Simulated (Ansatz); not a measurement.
## Run report: SiNH₃BrCl (charge +4), single-point calculation

The run: single-point calculation of SiNH₃BrCl, charge +4. Method and program: RKS LC-wPBE/def2-mTZVP (Ansatz 0.2.0).

Some settings of this run were made unusual or wrong on purpose. The geometry comes from this level: PBE0-D4/def2-TZVP. Figures and captions count atoms from 1; the log counts them from 0 in places.

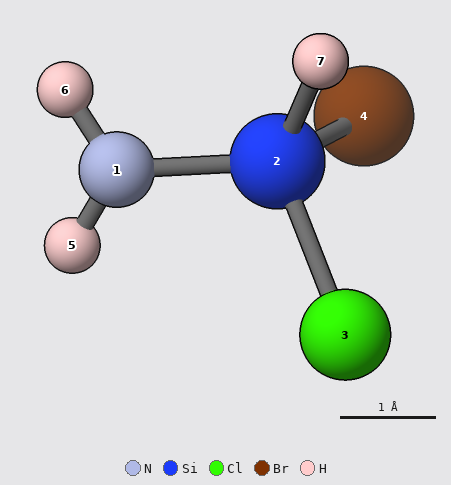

Fig. 1: The structure as given in the input (ball-and-stick view, seen at a tilt; atoms are numbered from 1 in the order of the input). Bond lengths as drawn: Br–Si 2.23 Å, Cl–Si 2.04 Å, H–N 1.01 Å, H–Si 1.47 Å and N–Si 1.69 Å.

## Input
```yaml
crystal:
  periodic: [false, false, false]
  atoms:
    - {symbol: N, position_ang: [-0.095632, 1.096264, 0.190889]}
    - {symbol: Si, position_ang: [0.276946, -0.535466, -0.064694]}
    - {symbol: Cl, position_ang: [0.094944, -1.496687, 1.726184]}
    - {symbol: Br, position_ang: [-1.045363, -1.589324, -1.512967]}
    - {symbol: H, position_ang: [-0.896471, 1.352364, 0.746542]}
    - {symbol: H, position_ang: [0.080555, 1.768078, -0.539846]}
    - {symbol: H, position_ang: [1.646322, -0.663228, -0.591709]}
basis:
  gaussian: {orbitals: def2-mTZVP}
total_charge: 4
hamiltonian: {xc: {name: LC-wPBE}}
scf: {lower_state_search: full}
output: {forces: true}
```

Run on 4 threads of Arm Neoverse V1, 23 GiB of memory available, shared host.

Run as:
```bash
ansatz run in.yaml --threads 4 --pin off --events-out ev --progress --plain --max-ram 10444MiB
```

## The program's output
```
Functional definition: LC-wPBE
  name "LC-wPBE"
  cite "Vydrov & Scuseria, J. Chem. Phys. 125, 234109 (2006) doi:10.1063/1.2409292"
  cite "Heyd & Scuseria, J. Chem. Phys. 120, 7274 (2004) doi:10.1063/1.1668634"
  cite "Ernzerhof & Perdew, J. Chem. Phys. 109, 3313 (1998) doi:10.1063/1.476928"
  cite "Perdew, Burke & Ernzerhof, Phys. Rev. Lett. 77, 3865 (1996) doi:10.1103/PhysRevLett.77.3865"
  parent pbe
  parameter omega = 0.4/bohr
  exchange = pbe_x_sr(omega) + exact_x_lr(omega)
  correlation = pbe_c
1079 factors; their error is unknown
349 factors; integrals over basis functions are off by at most 1.3e-5 eV
mean field evaluation 1: about -91842.3097 eV, gradient 1.3e2 eV
mean field evaluation 2: about -91604.9426 eV, gradient 2.7e2 eV
mean field evaluation 4: about -91875.5058 eV, gradient 7.3e1 eV
mean field evaluation 8: about -91891.1315 eV, gradient 1.4e0 eV
mean field evaluation 16: about -91891.3383 eV, gradient 7.0e0 eV
mean field evaluation 32: about -91890.7223 eV, gradient 1.5e1 eV
mean field evaluation 64: about -91891.4222 eV, gradient 3.5e0 eV
mean field evaluation 96: about -91874.4085 eV, gradient 1.8e1 eV
mean field evaluation 128: about -91891.4993 eV, gradient 6.0e-2 eV
mean field evaluation 160: about -91891.4684 eV, gradient 2.6e-1 eV
mean field -91891.47300420 eV, -3376.9493466268 hartree, gradient 4.6e-7 eV, S^2 0.000000; 8 other end points of the search recorded, 0 dependent functions left out
the calculation of the forces begins
reference -91891.47300421 eV, -3376.9493466271 hartree; 36, 36 occupied and 72, 72 virtual orbitals, 1079 factors
Total energy: -91891.47300421 eV, -3376.9493466271 hartree
Atom 0 at    -0.095632     1.096264     0.190889 Å, force    -1.520516    -0.605086    -0.345804 eV/Å
Atom 1 at     0.276946    -0.535466    -0.064694 Å, force     0.392470    -1.517316     2.057033 eV/Å
Atom 2 at     0.094944    -1.496687     1.726184 Å, force     0.346145     0.264606     1.327797 eV/Å
Atom 3 at    -1.045363    -1.589324    -1.512967 Å, force    -0.954972    -1.351073    -2.518755 eV/Å
Atom 4 at    -0.896471     1.352364     0.746542 Å, force    -1.256127     1.412275     1.851106 eV/Å
Atom 5 at     0.080555     1.768078    -0.539846 Å, force     1.367003     2.557454    -0.824226 eV/Å
Atom 6 at     1.646322    -0.663228    -0.591709 Å, force     1.625997    -0.760860    -1.547150 eV/Å
Dipole moment:     0.556569     1.583380     0.516844 e Å
```

## Outcome

- outcome: converged
- total energy: −91891.4730 eV
- SCF solution under orbital rotations: stable
- largest force (length of the vector): 3.015 eV/Å
- wall time: 15 s (CPU time 54 s)
- peak memory: 0.4 GiB

## Diagnosis

This input holds a deliberate fault: charge. The program still converged, but the numbers can't be taken as results for the intended system.
